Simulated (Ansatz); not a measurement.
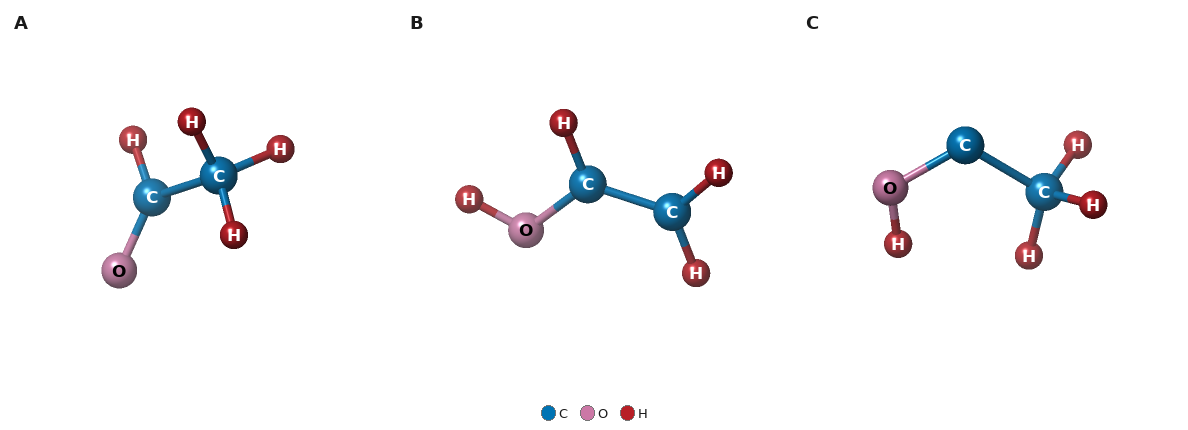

3 stationary structures of one formula. Geometries: PBE0-D4/def2-TZVP. Electronic energies: PBE0-D4/def2-TZVP (Ansatz 0.2.0), without zero-point energy. No frequency run is at hand to confirm each as a minimum. Each is one conformer, not always the lowest.

Question: Rank them by energy, lowest first.

Answer: A is lowest (Cs); B lies 48.6 kJ/mol above it (Cs), C lies 231.2 kJ/mol above it (Cs).
